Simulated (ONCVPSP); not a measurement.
Pseudopotential generation for Pm

- system: promethium (Pm, Z = 61), core [Kr] 4d10, reference valence 4f5 5s2 5p6 (an ion of charge +2), valence charge 15.
- method: ONCV potential, PBE, scalar-relativistic, made with ONCVPSP 4.0.1

**The input**
```
# ATOM AND REFERENCE CONFIGURATION
# atsym  z   nc   nv     iexc    psfile
  Pm 61.00    9    3        4      upf
#
#   n    l    f
    1    0    2.00
    2    0    2.00
    2    1    6.00
    3    0    2.00
    3    1    6.00
    3    2   10.00
    4    0    2.00
    4    1    6.00
    4    2   10.00
    4    3    5.00
    5    0    2.00
    5    1    6.00
#
# PSEUDOPOTENTIAL AND OPTIMIZATION
# lmax
    3
#
#   l,   rc,      ep,       ncon, nbas, qcut
    0    1.55    0.00    5    9    3.80
    1    1.70    0.00    5   10    3.90
    2    1.65    0.30    5    8    6.00
    3    1.05    0.00    5   10   18.70
#
# LOCAL POTENTIAL
# lloc, lpopt,  rc(5),   dvloc0
    4    5    0.90    1.00
#
# VANDERBILT-KLEINMAN-BYLANDER PROJECTORs
# l, nproj, debl
    0    2    2.10
    1    2    2.40
    2    2    0.70
    3    2    2.80
#
# MODEL CORE CHARGE
# icmod, fcfact, rcfact
    0    0.00    0.00
#
# LOG DERIVATIVE ANALYSIS
# epsh1, epsh2, depsh
   -4.00    5.00    0.02
#
# OUTPUT GRID
# rlmax, drl
    6.00    0.01
#
# TEST CONFIGURATIONS
# ncnf
    4
# nvcnf
#   n    l    f
    4
    4    3    5.00
    5    0    2.00
    5    1    6.00
    6    0    2.00
#
    4
    4    3    5.00
    5    0    2.00
    5    1    6.00
    6    0    1.00
#
    3
    4    3    4.00
    5    0    2.00
    5    1    6.00
#
    4
    4    3    5.00
    5    0    2.00
    5    1    6.00
    6    1    1.00
#
```

Launched with:
```bash
oncvpsp.x < Pm.dat > Pm.out
```

**The program's output (extracts)**
```
ONCVPSP  (Optimized Norm-Conservinng Vanderbilt PSeudopotential)
scalar-relativistic version 4.0.1

#   n    l    f        energy (Ha)
    1    0    2.00    -1.6551036E+03
    2    0    2.00    -2.6949923E+02
    2    1    6.00    -2.4070832E+02
    3    0    2.00    -5.9140994E+01
    3    1    6.00    -5.0102110E+01
    3    2   10.00    -3.7719626E+01
    4    0    2.00    -1.2142071E+01
    4    1    6.00    -9.1769370E+00
    4    2   10.00    -4.9904064E+00
    4    3    5.00    -5.5824822E-01
    5    0    2.00    -2.0230192E+00
    5    1    6.00    -1.3146606E+00

Reference configufation results
  iterations    29
  all-electron total energy (Ha)   -1.00199479D+04

Begin loop to  construct optimized pseudo wave functions
and semi-local pseudopoentials for all angular momenta

   Wellstate for l =  0  n =  7
     eigenvalue =   0.0770
     asymptotic potential =   0.5770
     half-point radius =  5.8936

Calculating optimized projector #   1

 for l=   0

    Fraction of norm inside rc  0.635768
    Optimizing pswf for qcut=   3.79 a_B^-1,  ecut=   7.18 Ha
    Residual kinetic energy error=  6.48D-02 Ha

    Energy error per electron        Cutoff
         Ha          eV             Ha
         0.01000     0.27211       34.86
         0.00100     0.02721       83.06
         0.00010     0.00272       96.41
         0.00001     0.00027      105.56

Calculating optimized projector #   2

 for l=   0

    Fraction of norm inside rc  0.040099
    Optimizing pswf for qcut=   3.79 a_B^-1,  ecut=   7.18 Ha
    Residual kinetic energy error=  1.70D-02 Ha

    Energy error per electron        Cutoff
         Ha          eV             Ha
         0.01000     0.27211        8.28
         0.00100     0.02721       24.07
         0.00010     0.00272       74.61
         0.00001     0.00027      120.40

   Wellstate for l =  1  n =  7
     eigenvalue =   1.0853
     asymptotic potential =   1.5853
     half-point radius =  3.7204

Calculating optimized projector #   1

 for l=   1

    Fraction of norm inside rc  0.563007
    Optimizing pswf for qcut=   3.91 a_B^-1,  ecut=   7.63 Ha
    Residual kinetic energy error=  1.51D-02 Ha

    Energy error per electron        Cutoff
         Ha          eV             Ha
         0.01000     0.27211        9.65
         0.00100     0.02721       91.68
         0.00010     0.00272      114.28
         0.00001     0.00027      125.38

Calculating optimized projector #   2

 for l=   1

    Fraction of norm inside rc  0.063739
    Optimizing pswf for qcut=   3.91 a_B^-1,  ecut=   7.63 Ha
    Residual kinetic energy error=  8.95D-03 Ha

    Energy error per electron        Cutoff
         Ha          eV             Ha
         0.01000     0.27211        6.01
         0.00100     0.02721       22.44
         0.00010     0.00272       81.05
         0.00001     0.00027      142.36

WARNING wellstate: moderately localized bound state found for n= 5 l=  2
WARNING scattering state with energy  0.05000000
WARNING will be used for the first projector

   Wellstate for l =  2  n =  6
     eigenvalue =   0.0500
     asymptotic potential =   0.5500
     half-point radius =  5.4383

   Wellstate for l =  2  n =  6
     eigenvalue =   0.7500
     asymptotic potential =   1.2500
     half-point radius =  3.1611

Calculating optimized projector #   1

 for l=   2

    Fraction of norm inside rc  0.089063
    Optimizing pswf for qcut=   6.00 a_B^-1,  ecut=  18.00 Ha
    Residual kinetic energy error=  5.80D-04 Ha

    Energy error per electron        Cutoff
         Ha          eV             Ha
         0.01000     0.27211        5.11
         0.00100     0.02721        8.11
         0.00010     0.00272       69.39
         0.00001     0.00027       83.52

Calculating optimized projector #   2

 for l=   2

    Fraction of norm inside rc  0.131890
    Optimizing pswf for qcut=   6.00 a_B^-1,  ecut=  18.00 Ha
    Residual kinetic energy error=  4.40D-03 Ha

    Energy error per electron        Cutoff
         Ha          eV             Ha
         0.01000     0.27211        7.22
         0.00100     0.02721       35.08
         0.00010     0.00272      100.15
         0.00001     0.00027      113.08

   Wellstate for l =  3  n =  6
     eigenvalue =   2.2418
     asymptotic potential =   2.7418
     half-point radius =  2.8954

Calculating optimized projector #   1

 for l=   3

    Fraction of norm inside rc  0.622471
    Optimizing pswf for qcut=  18.71 a_B^-1,  ecut= 174.97 Ha
    Residual kinetic energy error=  8.60D-07 Ha

    Energy error per electron        Cutoff
         Ha          eV             Ha
         0.01000     0.27211      114.70
         0.00100     0.02721      133.81
         0.00010     0.00272      149.00
         0.00001     0.00027      160.95

Calculating optimized projector #   2

 for l=   3

    Fraction of norm inside rc  0.046092
    Optimizing pswf for qcut=  18.71 a_B^-1,  ecut= 174.97 Ha
    Residual kinetic energy error=  5.35D-07 Ha

    Energy error per electron        Cutoff
         Ha          eV             Ha
         0.01000     0.27211      102.80
         0.00100     0.02721      126.61
         0.00010     0.00272      145.60
         0.00001     0.00027      159.49

Construct Vanderbilt / Kleinmman-Bylander projectors

B matrix Hermiticity error, ll=   0
   1   2   -1.7868E-04

  Orthonormal projector coefficients  2.1492E+01  5.4434E+00

B matrix Hermiticity error, ll=   1
   1   2   -2.1738E-04

  Orthonormal projector coefficients  1.4108E+01  2.9812E+00

B matrix Hermiticity error, ll=   2
   1   2   -3.4465E-05

  Orthonormal projector coefficients -2.5037E+01  4.8802E+00

B matrix Hermiticity error, ll=   3
   1   2   -4.3794E-04

  Orthonormal projector coefficients -2.4621E+01 -6.4050E+00

Pseudoatom total energy  -66.921744

Diagnostic tests using Vanderbilt-Kleinman-Bylander pseudopotentials
  1 or more projectors used as specified by nproj input data

   l    rcore       rmatch      e in        delta e   norm test  slope test

   0   1.5586083   1.6059311  -2.0230192  -0.0000122   1.0001238   1.0001457
   0   1.5586083   1.6059311   0.0769808   0.0000022   1.0003548   1.0003548

   1   1.7049306   1.7566960  -1.3146606  -0.0000084   1.0000555   1.0000731
   1   1.7049306   1.7566960   1.0853394   0.0000152   1.0001324   1.0001324

   2   1.6546906   1.7049306   0.0500000   0.0000217   1.0002260   1.0002260
run_diag: lschvkbbe ERROR   2   3   2  60  7.50000011E-01  6.61863816E-01
   2   1.6546906   1.7049306   0.7500000  -0.0881362   0.0161205   0.0184896

   3   1.0501958   1.0820820  -0.5582482   0.0000526   1.0002307   1.0001367
   3   1.0501958   1.0820820   2.2417518   0.0000057   1.0006040   1.0006040

 Testing for bound ghosts
   n   l    E NL Schr. Eq   E Basis Diag.   E Cutoff

       0                       -8.679405    143.39  WARNING - GHOST(-)
   1   0       -2.023031       -2.022906    143.39

   2   1       -1.314669       -1.314235    171.79

       2                       -3.245326    125.40  WARNING - GHOST(-)
   3   2       -0.499870       -0.473828    125.40

   4   3       -0.558196       -0.541266    553.39

 Testing for highly-localized positive-energy ghosts
       l    <radius>/rc     E Basis Diag.   E Cutoff

       1        0.252554        0.271457    171.79  WARNING - GHOST(+)

       2        0.973095       14.541593    125.40  WARNING - GHOST(+)

Test configuration 0

   n   l     f        eae           eps        diff
   1   0  2.0000-1655.10355093
   2   0  2.0000 -269.49922822
   2   1  6.0000 -240.70831965
   3   0  2.0000  -59.14099417
   3   1  6.0000  -50.10211002
   3   2 10.0000  -37.71962602
   4   0  2.0000  -12.14207123
   4   1  6.0000   -9.17693705
   4   2 10.0000   -4.99040636
   4   3  5.0000   -0.55824822   -0.55819563    5.26D-05
   5   0  2.0000   -2.02301919   -2.02303136   -1.22D-05
   5   1  6.0000   -1.31466065   -1.31466901   -8.37D-06

    Total energies and differences
      AE_ref= -1.00199479D+04  AE_tst= -1.00199479D+04  dif=  0.00D+00
      PS_ref= -6.69217438D+01  PS_tst= -6.69217438D+01  dif=  2.84D-14
      PSP excitation error= -2.84D-14

Test configuration 1

   n   l     f        eae           eps        diff
   1   0  2.0000-1654.62048062
   2   0  2.0000 -269.01893311
   2   1  6.0000 -240.22769498
   3   0  2.0000  -58.66406066
   3   1  6.0000  -49.62510933
   3   2 10.0000  -37.24231527
   4   0  2.0000  -11.66406730
   4   1  6.0000   -8.69849714
   4   2 10.0000   -4.51128569
   4   3  5.0000   -0.07911754   -0.07923440   -1.17D-04
   5   0  2.0000   -1.53879494   -1.53882861   -3.37D-05
   5   1  6.0000   -0.83317548   -0.83312194    5.35D-05
   6   0  2.0000   -0.13017728   -0.13017979   -2.51D-06

    Total energies and differences
      AE_ref= -1.00199479D+04  AE_tst= -1.00205662D+04  dif= -6.18D-01
      PS_ref= -6.69217438D+01  PS_tst= -6.75398616D+01  dif= -6.18D-01
      PSP excitation error= -2.17D-04

Test configuration 2

   n   l     f        eae           eps        diff
   1   0  2.0000-1654.84206481
   2   0  2.0000 -269.23945491
   2   1  6.0000 -240.44835770
   3   0  2.0000  -58.88320793
   3   1  6.0000  -49.84428540
   3   2 10.0000  -37.46161838
   4   0  2.0000  -11.88371309
   4   1  6.0000   -8.91833773
   4   2 10.0000   -4.73143928
   4   3  5.0000   -0.29959367   -0.29963461   -4.09D-05
   5   0  2.0000   -1.76174429   -1.76179547   -5.12D-05
   5   1  6.0000   -1.05558697   -1.05558480    2.17D-06
   6   0  1.0000   -0.30540533   -0.30541596   -1.06D-05

    Total energies and differences
      AE_ref= -1.00199479D+04  AE_tst= -1.00203499D+04  dif= -4.02D-01
      PS_ref= -6.69217438D+01  PS_tst= -6.73239133D+01  dif= -4.02D-01
      PSP excitation error=  1.07D-04

Test configuration 3

   n   l     f        eae           eps        diff
   1   0  2.0000-1655.74168142
   2   0  2.0000 -270.15970965
   2   1  6.0000 -241.36550581
   3   0  2.0000  -59.83169202
   3   1  6.0000  -50.79213148
   3   2 10.0000  -38.40700721
   4   0  2.0000  -12.81374411
   4   1  6.0000   -9.84238794
   4   2 10.0000   -5.64477781
   4   3  4.0000   -1.16325743   -1.16910394   -5.85D-03
   5   0  2.0000   -2.54574583   -2.54559646    1.49D-04
   5   1  6.0000   -1.80219593   -1.80118592    1.01D-03

    Total energies and differences
      AE_ref= -1.00199479D+04  AE_tst= -1.00190954D+04  dif=  8.52D-01
      PS_ref= -6.69217438D+01  PS_tst= -6.60681208D+01  dif=  8.54D-01
      PSP excitation error= -1.17D-03

Test configuration 4

   n   l     f        eae           eps        diff
   1   0  2.0000-1654.88542121
   2   0  2.0000 -269.28236073
   2   1  6.0000 -240.49127979
   3   0  2.0000  -58.92554348
   3   1  6.0000  -49.88662868
   3   2 10.0000  -37.50403028
   4   0  2.0000  -11.92641888
   4   1  6.0000   -8.96113624
   4   2 10.0000   -4.77438735
   4   3  5.0000   -0.34253209   -0.34257235   -4.03D-05
   5   0  2.0000   -1.80619372   -1.80610099    9.27D-05
   5   1  6.0000   -1.09900905   -1.09888682    1.22D-04
   6   1  1.0000   -0.21746095   -0.21747587   -1.49D-05

    Total energies and differences
      AE_ref= -1.00199479D+04  AE_tst= -1.00202378D+04  dif= -2.90D-01
      PS_ref= -6.69217438D+01  PS_tst= -6.72117368D+01  dif= -2.90D-01
      PSP excitation error=  1.23D-04
```

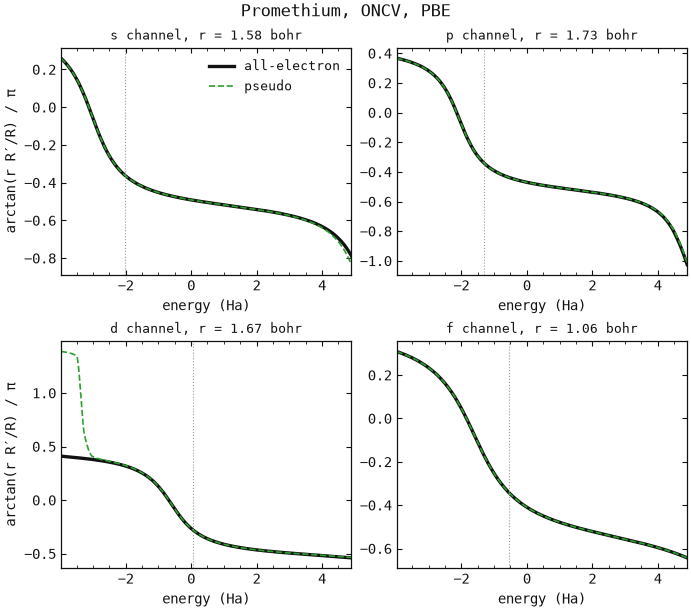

**Figure 1.** Unwrapped phase arctan(r R′/R) in units of π against energy, all-electron (solid) and pseudo (dashed); the pseudo phase is matched to the all-electron one at the reference energy. Here R(r) is the radial function. A near-vertical step is a level narrower than the spacing of the points behind the curves. The dotted line marks the reference energy of the channel.

- Range over which the phases agree within 0.05 rad: s: up to about 4.4 Ha; p: over the whole range drawn; d: from about -2.8 Ha upwards; f: over the whole range drawn.
- Ghost states: Going away from the reference energies, the phases part by more than π/2 in: d at about -3.4 Ha (below its reference energy, pseudo phase higher, at the flagged ghost). Such a step is either a state that only one of the two atoms has or an ordinary level shifted in energy. The separate test gives: GHOST(-) flagged for s at -236.2 eV, d at -88.3 eV; GHOST(+) flagged for p at 7.4 eV (flags above 300 eV left out). The other bound ghosts lie below the range of the plot.

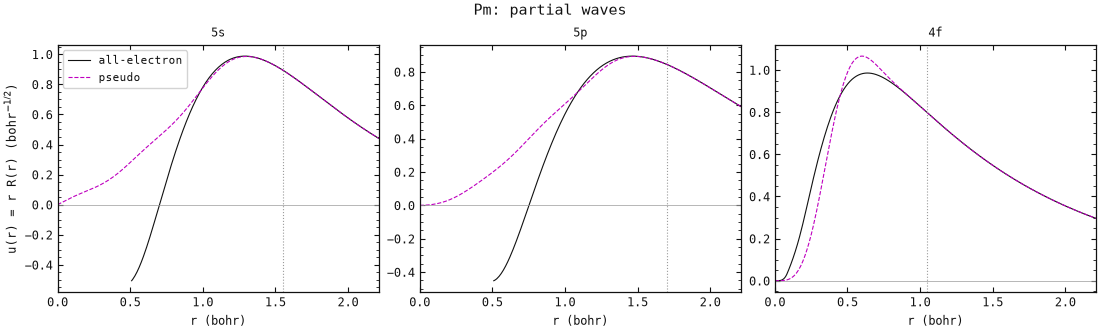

**Figure 2.** Partial waves u(r) = r R(r), all-electron (solid) and pseudo (dashed). Dotted lines mark the matching radii. The innermost oscillations of some all-electron curves aren't drawn. Pseudo-waves: 5s has no node; 5p has no node; 4f has no node.

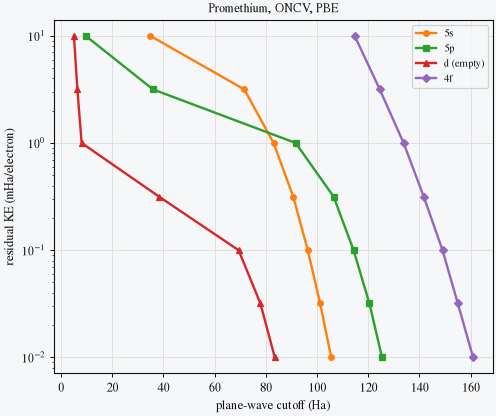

**Figure 3.** Residual kinetic energy of the pseudo-waves (the first of each channel, and further valence shells) beyond the plane-wave cutoff, as the generator prints it.

- Cutoffs for 1 mHa per electron: 4f: 134 Ha; 5p: 92 Ha; 5s: 83 Ha; d (empty): 8.1 Ha.
- Cutoffs for the occupied states: 134 Ha for 1 mHa and 149 Ha for 0.1 mHa per electron. The first is set by 4f.
- Hardest wave at 1 mHa per electron: 4f, with rc = 1.05 bohr and qcut = 18.7 1/bohr. The optimisation minimises, but can't always remove, the kinetic energy above qcut²/2 = 174.8 Ha, and a larger rc would as a rule soften the wave at some cost in transferability. The potential isn't sound: its ghost test gives GHOST(-) flagged for s at -236.2 eV, d at -88.3 eV; GHOST(+) flagged for p at 7.4 eV (flags above 300 eV left out).

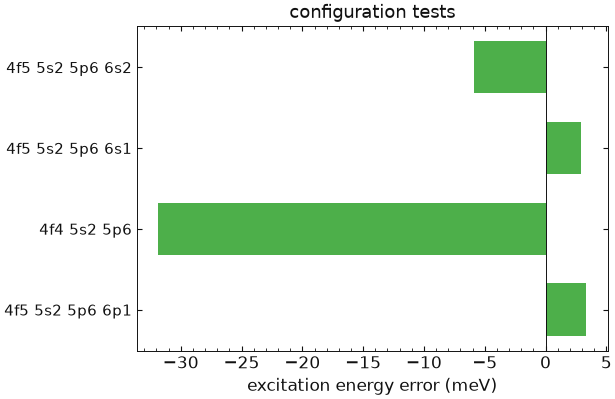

**Figure 4.** Errors, all-electron minus pseudo, of the energies of valence configurations relative to the unpolarised reference 4f5 5s2 5p6.

- Worst configuration: 4f4 5s2 5p6 (charge +3): the error is -32 meV on an all-electron energy of +23.20 eV relative to the reference, or 0.14 %.
- Errors in meV: 4f5 5s2 5p6 6s2: -5.9; 4f5 5s2 5p6 6s1: +2.9; 4f4 5s2 5p6: -32; 4f5 5s2 5p6 6p1: +3.3.
- Configurations within 10 meV and within 50 meV: 3 and 4 of 4.

**Key numbers**

- outcome: generated, with a ghost state
- cutoffs needed: 134 Ha and 149 Ha (the cutoffs at which the residual kinetic energy of the hardest occupied pseudo-wave falls to 1 and 0.1 mHa per electron)
- ghost test: GHOST(-) flagged for s at -236.2 eV, d at -88.3 eV; GHOST(+) flagged for p at 7.4 eV (flags above 300 eV left out)
- largest excitation error: -32 meV (all-electron minus pseudo) for 4f4 5s2 5p6, out of 4 test configurations
- range over which the phases arctan(r R′/R) at the test radius agree within 0.05 rad (a looser test near the poles than one of phase shifts): s: up to about 4.4 Ha; p: over the whole range computed; d: from about -2.8 Ha upwards; f: over the whole range computed
- hardware: 1 CPU thread, shared host
- wall time: 4.9 s

**Notes**

The potential has a bound ghost state, so it can't be used as it stands. Warnings of the program, in the generation or the tests: wellstate: moderately localized bound state found for n= 5 l= 2.
